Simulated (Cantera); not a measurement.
A closed system holds: 1 mol Pb, 7.7 mol H2, 6.5 mol N2, held at 10.0 Torr.

These are equilibrium values from Cantera (NASA tables, ideal gas, pure condensed phases), not measurements of a reactor. Candidate condensed phases: Pb; 11 gas species. The numbers say what is thermodynamically allowed, not how fast it happens.

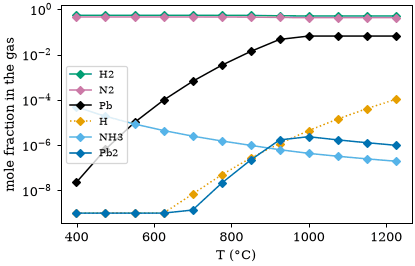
Figure: Equilibrium gas composition (values under 1e-9 drawn at 1e-9)

From 400 °C to 925 °C the condensed part is Pb(l). From 1000 °C to 1225 °C nothing is condensed. The main Pb-bearing gas is Pb throughout.
